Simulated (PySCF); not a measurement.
Consider C4H7NOSi.

Input file:

```
{"job": {"kind": "nmr", "xc": "PBE0", "basis": "pcSseg-1"}, "charge": 0, "multiplicity": 1}
C     -2.439203    -0.689876    -0.091351
C     -1.610576    -0.755566     0.932153
C     -0.172915    -0.331557     0.893370
O      0.199830     0.119880    -0.375467
Si     1.377494     1.087808    -0.892336
C      3.068232     0.374302    -0.496275
N      4.094368    -0.066706    -0.240788
H     -2.114068    -0.318303    -1.048104
H     -3.464543    -1.006181    -0.012515
H     -1.927145    -1.130035     1.895993
H      0.464996    -1.182842     1.171861
H     -0.010942     0.455543     1.643006
H      1.150327     1.044704    -2.325398
H      1.383469     2.398358    -0.236240
```

Run with:

```sh
OMP_NUM_THREADS=1 python probes_run.py task.json out
```

Geometry: GFN2-xTB.

Method: PySCF 2.14.0, PBE0/pcSseg-1, SCF density, gas phase, non-relativistic.

Q: What can the converged electron density and electron localisation function tell about the bonding?

A: C–C (1.32 Å): ρ is about 2.3 e/Å³ halfway; the ELF peaks at about 0.90 between the atoms; a multiple bond.
C–O (1.40 Å): ρ at the midpoint is about 2.1 e/Å³, with its minimum of 1.7 e/Å³ about 0.5 Å from C; the ELF peaks at about 0.90 between the atoms, as expected for a polar covalent bond.
C–H (1.08 Å): ρ is about 2 e/Å³ halfway; the ELF climbs to about 1 towards the hydrogen, as it does in any bond to H (an ordinary covalent bond to hydrogen).

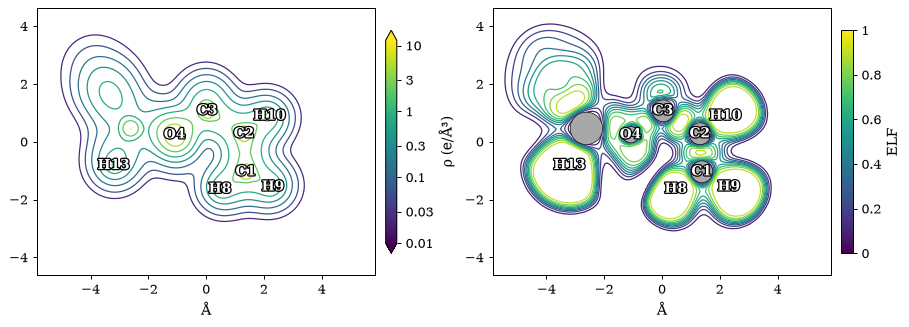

Computed electron density and electron localisation function on the plane of atoms H8, C1 and H9, in this order. Grey discs cover the atomic cores in the ELF map. 
